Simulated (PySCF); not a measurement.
**[NH3]+ (SMILES [NH3+]): USVWN5/SBKJC (core potential)**

Aim: the energy change on altering one bond length of [NH3]+ at USVWN5/SBKJC (core potential), from 2 runs. 

Program for the calculation: PySCF 2.14.0.

12 further runs of the same task are left out: 1 that didn't finish, 11 set aside as unsound or not needed.

## (1) Starting point

[NH3]+ has 4 atoms, charge +1, and is taken as a doublet. As SMILES, `[NH3+]`. The shape is that of a GFN2-xTB optimisation.

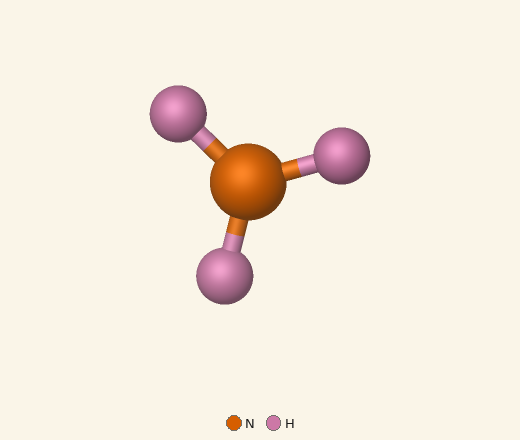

The structure, seen from a chosen angle (nitrogen orange, hydrogen pink).

## (2) The energy at USVWN5/SBKJC (core potential)

input.py reads:

```python
# [NH3+]
from pyscf import gto, dft

mol = gto.M(
    atom='N 0.000140 -0.000820 -0.000330; H 0.510700 -0.238750 0.859300; H -0.995460 -0.239520 -0.089810; H 0.484620 0.479080 -0.769160',
    verbose=4,
    charge=1,
    spin=1,
    basis='sbkjc',
    max_memory=1860,
    ecp={'N': 'sbkjc'},
)

calc0 = dft.UKS(mol)
calc0.xc = 'svwn'
calc0.conv_tol = 1e-10
calc0.grids.level = 5
calc0.kernel()
if not calc0.converged:
    calc0 = calc0.newton().run(calc0.mo_coeff, calc0.mo_occ)

energy = calc0.e_tot
print('E(%s) = %.9f' % ('SVWN5', energy))
```

The run is started by

```
$ OMP_NUM_THREADS=1 python input.py
```

Output:

```text
PySCF version 2.14.0

[INPUT] num. atoms = 4
[INPUT] num. electrons = 7
[INPUT] charge = 1
[INPUT] spin (= nelec alpha-beta = 2S) = 1
[INPUT] symmetry False subgroup None
[INPUT] Mole.unit = angstrom
[INPUT] Symbol           X                Y                Z      unit          X                Y                Z       unit  Magmom
[INPUT]  1 N      0.000140000000  -0.000820000000  -0.000330000000 AA    0.000264561657  -0.001549575422  -0.000623609621 Bohr   0.0
[INPUT]  2 H      0.510700000000  -0.238750000000   0.859300000000 AA    0.965083131815  -0.451172112240   1.623841658839 Bohr   0.0
[INPUT]  3 H     -0.995460000000  -0.239520000000  -0.089810000000 AA   -1.881146767960  -0.452627201356  -0.169716303247 Bohr   0.0
[INPUT]  4 H      0.484620000000   0.479080000000  -0.769160000000 AA    0.915799074487   0.905329991757  -1.453501745970 Bohr   0.0

[... 76 lines left out ...]
converged SCF energy = -11.2258534217411  <S^2> = 0.75276198  2S+1 = 2.0027601
E(SVWN5) = -11.225853422
```

It took 1.3 s on 1 thread of Arm Neoverse V2, shared host; peak memory 0.13 GiB.

## (3) The distorted shape

input.py reads:

```python
from pyscf import gto, dft

mol = gto.Mole()
mol.atom = 'N -0.242091 -0.240761 0.384071; H 0.268469 -0.478691 1.243701; H -1.237691 -0.479461 0.294591; H 0.484620 0.479080 -0.769160'
mol.basis = 'sbkjc'
mol.verbose = 4
mol.charge = 1
mol.spin = 1
mol.ecp = {'N': 'sbkjc'}
mol.max_memory = 1860
mol.build()

calc0 = dft.UKS(mol)
calc0.xc = 'svwn'
calc0.conv_tol = 1e-10
calc0.grids.level = 5
calc0.kernel()
if not calc0.converged:
    calc0 = calc0.newton().run(calc0.mo_coeff, calc0.mo_occ)

etot = calc0.e_tot
print(f'total energy: {etot:.8f} hartree')
```

The run is started by

```
$ OMP_NUM_THREADS=1 python input.py
```

Output:

```text
PySCF version 2.14.0

[INPUT] num. atoms = 4
[INPUT] num. electrons = 7
[INPUT] charge = 1
[INPUT] spin (= nelec alpha-beta = 2S) = 1
[INPUT] symmetry False subgroup None
[INPUT] Mole.unit = angstrom
[INPUT] Symbol           X                Y                Z      unit          X                Y                Z       unit  Magmom
[INPUT]  1 N     -0.242091000000  -0.240761000000   0.384071000000 AA   -0.457485687222  -0.454972351476   0.725789002388 Bohr   0.0
[INPUT]  2 H      0.268469000000  -0.478691000000   1.243701000000 AA    0.507332882936  -0.904594888294   2.350254270848 Bohr   0.0
[INPUT]  3 H     -1.237691000000  -0.479461000000   0.294591000000 AA   -2.338897016839  -0.906049977410   0.556696308762 Bohr   0.0
[INPUT]  4 H      0.484620000000   0.479080000000  -0.769160000000 AA    0.915799074487   0.905329991757  -1.453501745970 Bohr   0.0

[... 84 lines left out ...]
converged SCF energy = -11.1547366115709  <S^2> = 0.75907803  2S+1 = 2.0090575
total energy: -11.15473661 hartree
```

It took 1.4 s on 1 thread of Arm Neoverse V2, shared host; peak memory 0.13 GiB.

## (4) What came out

At USVWN5/SBKJC (core potential):

| quantity | value |
| --- | --- |
| first shape: total energy | -11.22585 Eh |
| first shape: HOMO energy (highest over α and β) | -17.73 eV |
| first shape: LUMO energy (lowest over α and β) | -15.01 eV |
| first shape: ⟨S²⟩ | 0.753 |
| distorted shape: total energy | -11.15474 Eh |
| distorted shape: HOMO energy (highest over α and β) | -16.79 eV |
| distorted shape: LUMO energy (lowest over α and β) | -14.05 eV |
| distorted shape: ⟨S²⟩ | 0.759 |
| energy change with the N1–H4 bond stretched from 1.028 to 1.541 Å | 1.935 eV |

In words: With the N1–H4 bond stretched from 1.028 to 1.541 Å the energy rises by 1.94 eV (45 kcal/mol). The first shape isn't relaxed at this level, so the change isn't measured from a minimum. Mulliken charges (distorted shape) run from -0.38 on N1 to +0.51 on H4.
